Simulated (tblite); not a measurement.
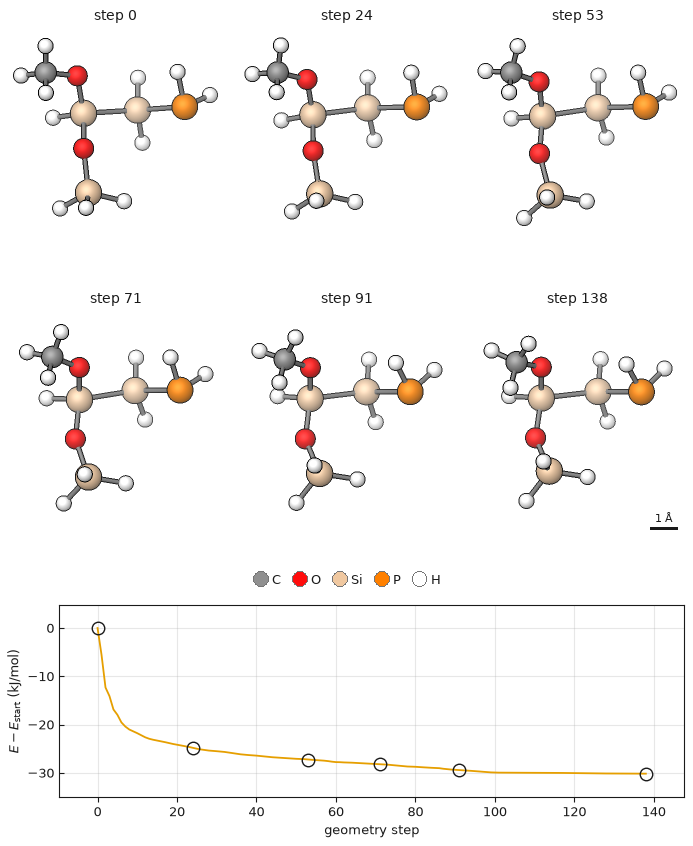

Frames of a relaxation of CH11O2PSi3, marked on the history of the run. The picture is a ball-and-stick view, seen at a tilt.

Theory: tblite, GFN2-xTB geometry optimisation, gas phase. 

Describe the path.

An H atom moves most after the best rigid fit: 1.11 Å. By element the largest moves are H 1.11 Å, O 0.97 Å, Si 0.49 Å, C 0.41 Å, P 0.22 Å. Some distances before and after: O–Si 1.671 → 1.628 Å, Si–Si 2.330 → 2.289 Å, O–Si 1.655 → 1.621 Å, H–Si 1.497 → 1.472 Å. Among the angles between lasting bonds that change: Si–O–Si 138.8° → 151.0°, Si–Si–H 109.9° → 121.7°, C–O–Si 118.7° → 128.5°. Groups turn about O–Si by about 110°, O–Si by about 100°. The energy falls by 30.2 kJ/mol in 138 geometry steps. Cost: 2.5 s on 1 thread of Intel(R) Xeon(R) Platinum 8488C (shared host). From step 0 to 24: an H atom moves most (0.26 Å), energy −24.8 kJ/mol. From step 24 to 53: O and H atoms move most (0.29 Å), energy −2.41 kJ/mol. From step 53 to 71: an O atom moves most (0.28 Å), energy −0.94 kJ/mol. From step 71 to 91: an H atom moves most (0.33 Å), energy −1.24 kJ/mol. From step 91 to 138: an H atom moves most (0.27 Å), energy −0.75 kJ/mol.
